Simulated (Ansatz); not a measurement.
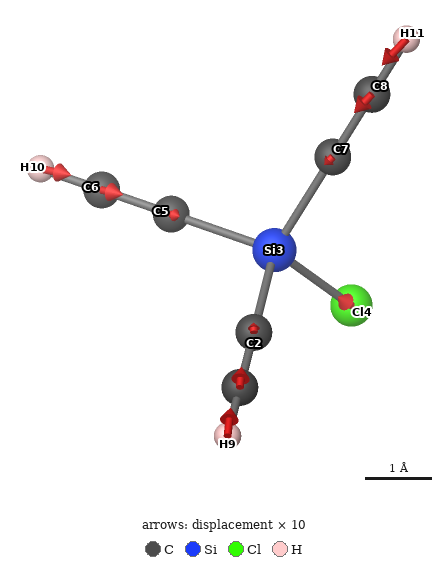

A relaxation of C₆H₃ClSi. The starting structure is drawn; red arrows show the displacements, 10 times their true length. The two geometries are superimposed by the best rigid fit.

Style: ball-and-stick. Shown at a tilt.

The start comes from PBE-D4/def2-SVP.

Theory: RKS PBE0-D4/def2-TZVP (Ansatz). Set-up: force threshold 0.005 eV/Å; at most 150 steps.

Which element moves most?

Hydrogen: up to 0.058 Å, against 0.042 Å for carbon.

Describe the change and its energy.

The largest moves after the best rigid fit, 0.058 Å, are those of H atoms. Largest moves by element: H 0.058 Å, C 0.042 Å, Cl 0.037 Å, Si 0.002 Å. Some distances before and after: Cl–Si 2.077 → 2.041 Å, C–C 1.228 → 1.205 Å, C–Si 1.827 → 1.810 Å, C–H 1.083 → 1.066 Å. Over 4 geometry steps the energy falls by 0.121 eV. The largest force component goes from 1.8 to 0.0033 eV/Å. The run took 45 s on 4 threads of Arm Neoverse V1 (shared host).
